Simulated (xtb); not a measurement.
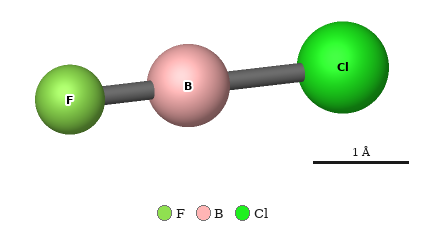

Fig. 1: The structure (ball-and-stick view, seen at a tilt).

**Frequency calculation, with input and output: BClF**

- system: BClF, multiplicity 2
- method: GFN-FF, ALPB solvent thf (xtb 6.7.1 later snapshot)

The geometry was optimised with GFN-FF/ALPB(thf).

### Input (geom.xyz)
```
3

F      0.34644100     1.41164400     0.33583900
B      0.03301200     0.13061900     0.03158600
Cl    -0.37945200    -1.54226300    -0.36743600
```

### File .CHRG
```
0
```

### File .UHF
```
1
```

Command:
```bash
xtb geom.xyz --gff --hess --alpb thf -P 1 | tee geom.out
```

### Output
```
* xtb version 6.7.1
   ID    Z sym.   atoms
    1    9 F      1
    2    5 B      2
    3   17 Cl     3

           -------------------------------------------------
          |                Calculation Setup                |
           -------------------------------------------------

          program call               : xtb geom.xyz --gff --hess --alpb thf -P 1
          coordinate file            : geom.xyz
          omp threads                :                     1

          charge from .CHRG file: 0

          ==================== Thresholds ====================
          CN  :   150.00000
          rep :   500.00000
          disp:  2500.00000
          HB1 :   250.00000
          HB2 :   450.00000

          Pauling EN used:
          Z : 5  EN :  2.04
          Z : 9  EN :  3.98
          Z :17  EN :  3.16
          electric field strengths (au): 0.000

           -------------------------------------------------
          |           Force Field Initialization            |
           -------------------------------------------------

          distances ...
          ----------------------------------------
          generating topology and atomic info file ...
          pair mat ...
          computing topology distances matrix with Floyd-Warshall algo ...
          making topology EEQ charges ...
          #fragments for EEQ constrain: 1
          ----------------------------------------
          generating topology and atomic info file ...
          pair mat ...
          computing topology distances matrix with Floyd-Warshall algo ...
          making topology EEQ charges ...
          #fragments for EEQ constrain: 1
          rings ...
          # BATM   0
          # H in HB   0

  atom   neighbors  erfCN metchar sp-hybrid imet pi  qest     coordinates
    1  F       1    0.98   0.00         0    0    1  -0.239    0.654679    2.667621    0.634644
    2  B       2    1.92   0.00         1    0    1   0.232    0.062384    0.246834    0.059689
    3  Cl      1    0.98   0.00         0    0    1   0.007   -0.717060   -2.914455   -0.694353

          #atoms :   3
          #bonds :   2
          #angl  :   1
          #tors  :   0
          #nmol  :   1
          #optfrag :   1
           -------------------------------------------------
          |                   G F N - F F                   |
          |          A general generic force-field          |
          |                  Version 1.0.3                  |
           -------------------------------------------------
      * Solvation model:               ALPB
        Solvent                        thf
        Parameter file                 internal GFN-FF/ALPB
        Dielectric constant                7.6000E+00
        Reference state                gsolv [1 M gas/solution]
        Free energy shift                  4.8933E-03 Eh       3.0706E+00 kcal/mol
        Temperature                        2.9815E+02 K
        Density                            8.8300E-01 kg/L
        Solvent mass                       7.2106E+01 g/mol
        Interaction kernel             P16
        Born radius scaling (c1)           1.9917E+00
        Born radii integrator          GBOBC
        Born offset                        0.0000E+00 a0       0.0000E+00 AA
        H-bond correction              true
        Ion screening                  false
        Surface tension                    1.0000E-05 Eh       1.5569E+01 dyn/cm
        Grid points                               230 per atom
          Number of HB bonds (bound hydrogen)     0
          Number of HB bonds (unbound hydrogen)   0
          Number of XB bonds                      0

 E+G (total)                   0 d,  0 h,  0 min,  0.000 sec
 distance/D3 list               ...        0 min,  0.000 sec (  1.027%)
 non bonded repulsion           ...        0 min,  0.000 sec (  2.742%)
 dCN                            ...        0 min,  0.000 sec (  1.785%)
 EEQ energy and q               ...        0 min,  0.000 sec ( 11.775%)
 D3                             ...        0 min,  0.000 sec (  5.594%)
 EEQ gradient                   ...        0 min,  0.000 sec (  7.827%)
 bonds                          ...        0 min,  0.000 sec (  8.166%)
 bend and torsion               ...        0 min,  0.000 sec (  3.403%)
 bonded ATM                     ...        0 min,  0.000 sec (  0.695%)
 HB/XB (incl list setup)        ...        0 min,  0.000 sec ( 17.199%)
 GBSA                           ...        0 min,  0.000 sec ( 32.299%)

         :::::::::::::::::::::::::::::::::::::::::::::::::::::
         ::                     SUMMARY                     ::
         :::::::::::::::::::::::::::::::::::::::::::::::::::::
         :: total energy              -0.178715433520 Eh    ::
         :: total w/o Gsolv           -0.174603255421 Eh    ::
         :: w/o Gsasa/hb/shift        -0.175420893014 Eh    ::
         :: gradient norm              0.000060880086 Eh/a0 ::
         ::.................................................::
         :: bond energy               -0.161224893570 Eh    ::
         :: angle energy               0.000000062917 Eh    ::
         :: torsion energy             0.000000000000 Eh    ::
         :: repulsion energy           0.006945142809 Eh    ::
         :: electrostat energy        -0.019628498720 Eh    ::
         :: dispersion energy         -0.000695068857 Eh    ::
         :: HB energy                  0.000000000000 Eh    ::
         :: XB energy                  0.000000000000 Eh    ::
         :: bonded atm energy          0.000000000000 Eh    ::
         :: external energy            0.000000000000 Eh    ::
         :: -> Gsolv                  -0.004112178099 Eh    ::
         ::    -> Gborn               -0.000817637593 Eh    ::
         ::    -> Gsasa               -0.008187831644 Eh    ::
         ::    -> Ghb                  0.000000000000 Eh    ::
         ::    -> Gshift               0.004893291139 Eh    ::
         :: add. restraining           0.000000000000 Eh    ::
         :: total charge               0.000000000000 e     ::
         :::::::::::::::::::::::::::::::::::::::::::::::::::::

           -------------------------------------------------
          |                Numerical Hessian                |
           -------------------------------------------------
step length          :   0.00500
SCC accuracy         :   0.30000
Hessian scale factor :   1.00000
frozen atoms in %    :   0.00000    0
RMS gradient         :   0.00006
estimated CPU  time      0.00 min

writing file <hessian>, containing the non-mass-weighted Hessian matrix in atomic units (Eₕ/Bohr²).

 vibrational frequencies (cm⁻¹)
eigval :        0.00     0.00     0.00     0.00     0.00   224.04
eigval :      224.92   416.35  1108.30
           -------------------------------------------------
          |                Property Printout                |
           -------------------------------------------------

molecular dipole:
                 x           y           z       tot (Debye)
 q only:       -0.148      -0.605      -0.144       1.625
           -------------------------------------------------
          |               Frequency Printout                |
           -------------------------------------------------
 vibrational frequencies (cm⁻¹)
eigval :        0.00     0.00     0.00     0.00     0.00   224.04
eigval :      224.92   416.35  1108.30
 reduced masses (amu)
    1:     21.75    2:     21.75    3:     21.75    4:     22.91    5:     22.91    6:     11.94
    7:     11.95    8:     22.30    9:     12.12
 IR intensities (km·mol⁻¹)
    1:      0.00    2:      0.00    3:      0.00    4:      0.99    5:      1.00    6:     13.07
    7:     13.09    8:      0.95    9:      1.28
 Raman intensities (Ä⁴*amu⁻¹)
    1:      0.00    2:      0.00    3:      0.00    4:      0.00    5:      0.00    6:      0.00
    7:      0.00    8:      0.00    9:      0.00
Molecule has the following symmetry elements: (Cinf) (sigma)
It seems to be the Cinfv point group
 output can be read by thermo (or use thermo option).
 writing <g98.out> molden fake output.
 recommended (thermochemical) frequency scaling factor: 1.0
           -------------------------------------------------
          |             Thermodynamic Functions             |
           -------------------------------------------------

cin symmetry found (for desy threshold:  0.10E+00) used in thermo

          ...................................................
          :                      SETUP                      :
          :.................................................:
          :  # frequencies                           4      :
          :  # imaginary freq.                       0      :
          :  linear?                              true      :
          :  only rotor calc.                    false      :
          :  symmetry                              cin      :
          :  rotational number                       1      :
          :  scaling factor                  1.0300000      :
          :  rotor cutoff                   50.0000000 cm⁻¹ :
          :  imag. cutoff                  -20.0000000 cm⁻¹ :
          :.................................................:

    mode    ω/cm⁻¹     T·S(HO)/kcal·mol⁻¹    T·S(FR)/kcal·mol⁻¹   T·S(vib)
   ------------------------------------------------------------------------
       1    230.76    -0.55845 ( 99.78%)    -0.60323 (  0.22%)    -0.55855
       2    231.67    -0.55634 ( 99.78%)    -0.60207 (  0.22%)    -0.55644
   ------------------------------------------------------------------------

   temp. (K)  partition function   enthalpy   heat capacity  entropy
                                   cal/mol     cal/K/mol   cal/K/mol   J/K/mol
 298.15  VIB   2.54                  834.804      5.237      4.655
         ROT  0.153E+04              592.485      1.987     16.564
         INT  0.390E+04             1427.289      7.224     21.218
         TR   0.161E+26             1481.212      4.968     38.446
         TOT                        2908.5011    12.1919    59.6644   249.6359

       T/K    H(0)-H(T)+PV         H(T)/Eh          T*S/Eh         G(T)/Eh
   ------------------------------------------------------------------------
    298.15    0.463499E-02    0.926608E-02    0.283485E-01   -0.190824E-01
   ------------------------------------------------------------------------

         :::::::::::::::::::::::::::::::::::::::::::::::::::::
         ::                  THERMODYNAMIC                  ::
         :::::::::::::::::::::::::::::::::::::::::::::::::::::
         :: total free energy          -0.197797848707 Eh   ::
         ::.................................................::
         :: total energy               -0.178715433899 Eh   ::
         :: zero point energy           0.004631084141 Eh   ::
         :: G(RRHO) w/o ZPVE           -0.023713498949 Eh   ::
         :: G(RRHO) contrib.           -0.019082414808 Eh   ::
         :::::::::::::::::::::::::::::::::::::::::::::::::::::

           -------------------------------------------------
          | TOTAL ENERGY               -0.178715433899 Eh   |
          | TOTAL ENTHALPY             -0.169449358189 Eh   |
          | TOTAL FREE ENERGY          -0.197797848707 Eh   |
          | GRADIENT NORM               0.000060883539 Eh/α |
           -------------------------------------------------
########################################################################
[WARNING] Runtime exception occurred
-1- gfnff_setup: Could not read topology file.
########################################################################

------------------------------------------------------------------------
------------------------------------------------------------------------
 total:
 *  cpu-time:     0 d,  0 h,  0 min,  0.003 sec
 * ratio c/w:     1.000 speedup
 SCF:
 *  cpu-time:     0 d,  0 h,  0 min,  0.000 sec
 * ratio c/w:     0.999 speedup
 analytical hessian:
 *  cpu-time:     0 d,  0 h,  0 min,  0.001 sec
 * ratio c/w:     1.001 speedup
```

### File vibspectrum
```
$vibrational spectrum
#  mode     symmetry     wave number   IR intensity    selection rules
#                         cm**(-1)      (km*mol⁻¹)        IR
     1                       0.00         0.00000          -
     2                       0.00         0.00000          -
     3                       0.00         0.00000          -
     4                       0.00         0.00000          -
     5                       0.00         0.00000          -
     6        a            224.04        13.06557         YES
     7        a            224.92        13.09381         YES
     8        a            416.35         0.95223         YES
     9        a           1108.30         1.27611         YES
$end
```

### Standard error
```
normal termination of xtb
```

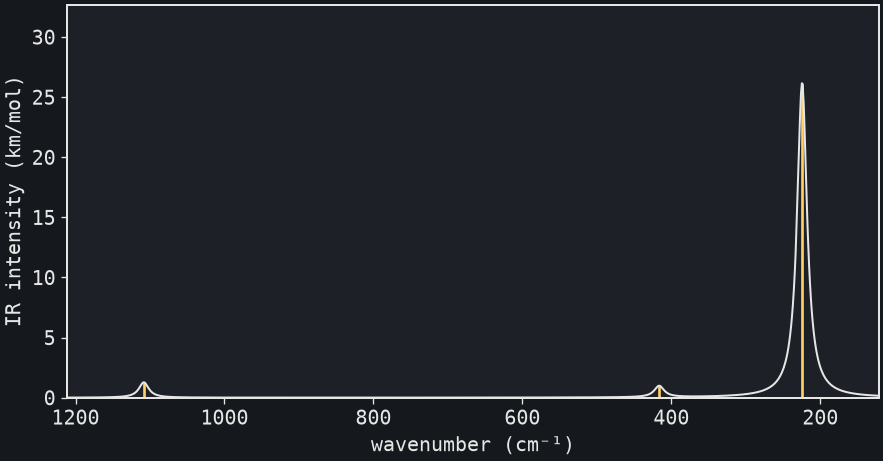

Fig. 2: Harmonic infrared spectrum, unscaled: sticks (degenerate modes added up, dark ones marked on the axis) with a Lorentzian envelope of 16 cm⁻¹ full width, scaled to the tallest stick. 4 modes from 224 to 1108 cm⁻¹, none imaginary. The strongest line is at 224 cm⁻¹ (26 km/mol). All modes, in cm⁻¹ (km/mol): 224 (13.1), 225 (13.1), 416 (1.0), 1108 (1.3).

### Results in brief

- outcome: converged
- total energy: −0.178715 hartree
- dispersion energy: −0.000695 hartree
- solvation energy: −0.004112 hartree
- zero-point energy: 0.004631 hartree
- dipole moment: 1.63 D
- wavenumbers, lowest and highest: 224 and 1108 cm⁻¹
- hardware: 1 thread of Arm Neoverse V1, 24 GiB of memory available, shared host
- peak memory: 0.077 GiB
